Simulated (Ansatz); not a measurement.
# PH3···H3Si (doublet): what the fields show

```xyz
8

H     0.5493    0.1336    0.9455
P     1.5105    0.8220    1.7051
Si   -1.1864   -0.8271   -0.9197
H     1.0679    2.1004    1.2461
H     2.5046    0.7137    0.6848
H    -2.4868   -0.1433   -0.6620
H    -1.2990   -2.3018   -0.7239
H    -0.6600   -0.4975   -2.2760
```

Not at a stationary point (largest force 0.8 eV/Å).

These are results of UKS PBE0/def2-SVP (Ansatz 0.2.0), not measurements.

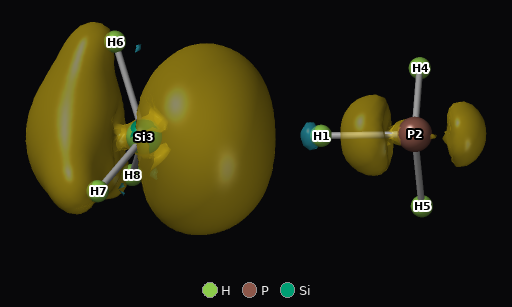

Figure 1. Isosurfaces of the spin density (α minus β) at +0.015 (yellow) and −0.015 e/Å³ (cyan), seen across its widest extent.

Which atoms carry the spin?

Answer. The unpaired spin (1 electron) lies mostly on Si3 (about 0.8), in electrons by Hirshfeld's partition.

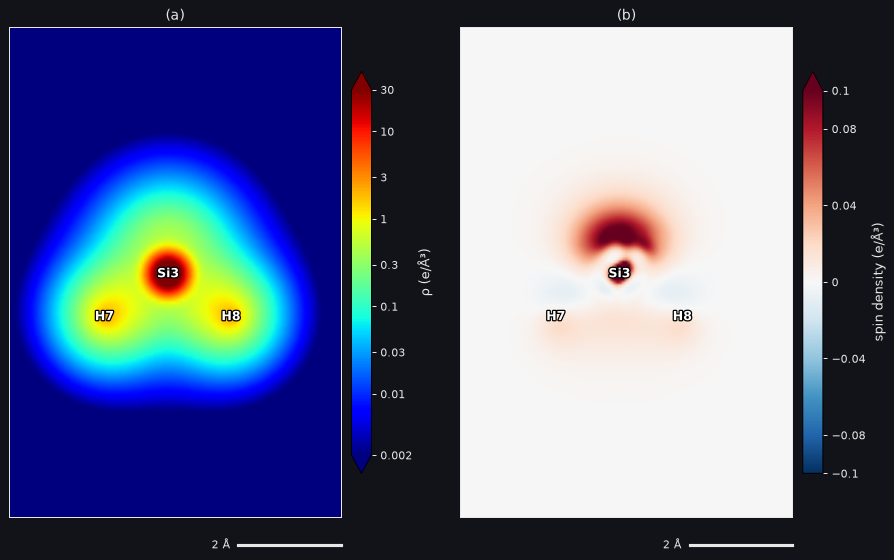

Figure 2. (a) electron density; (b) spin density (α minus β) on the plane of atoms H7, Si3 and H8.

Describe what can be read from this map.

Answer.
- The section cuts through Si and H sites.
- Si–H (1.49 Å): the density is about 0.75 e/Å³ at the midpoint.

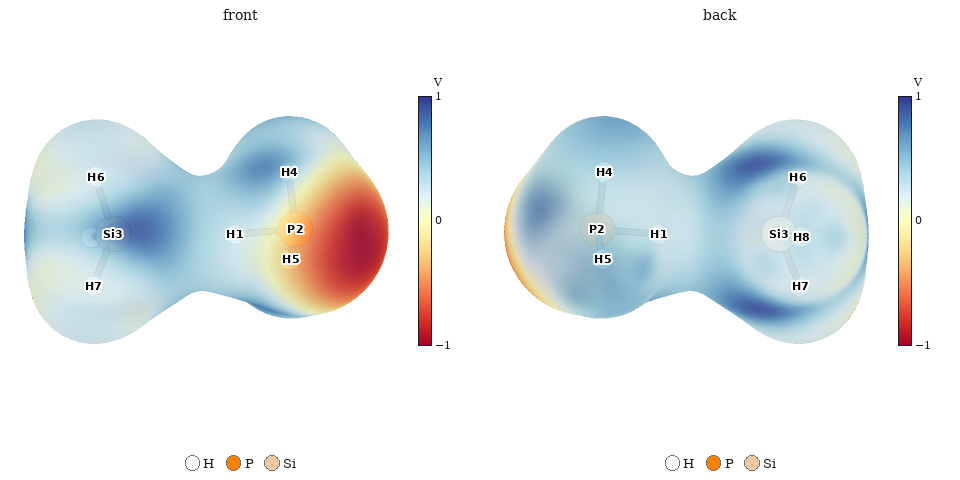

Figure 3. The electrostatic potential painted on the density surface at 0.002 e/bohr³, seen from the front and from behind; the colour scale runs from red (negative) to blue (positive).

Where is the surface potential most negative and most positive?

Answer. The most negative region (about −1.0 V) lies over P2, the most positive (about +0.9 V) over Si3.

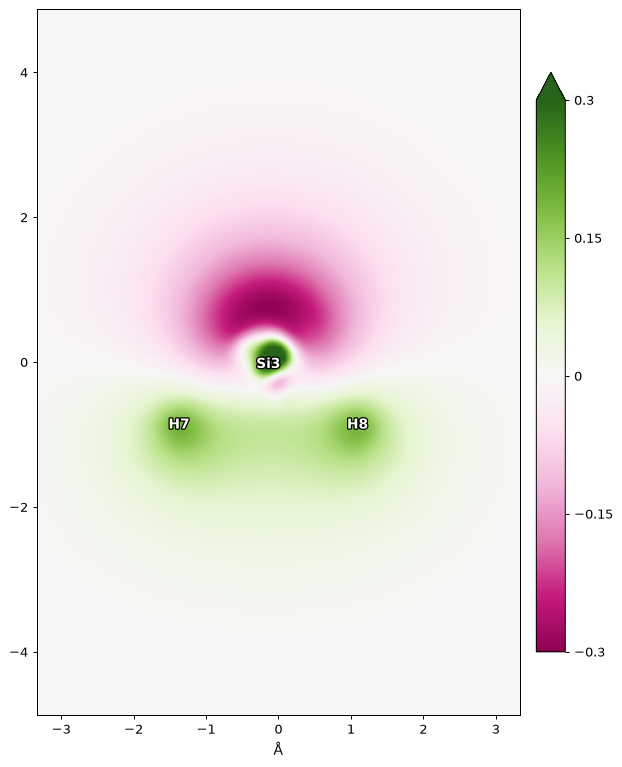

Figure 4. The LUMO (β) on the plane of atoms H7, Si3 and H8 (values in Å⁻³ᐟ²; the overall sign is arbitrary).

What is the character of this orbital?

Answer. It lies mainly on Si3 (about 70 %) and P2 (about 5 %). Its energy is −2.65 eV.
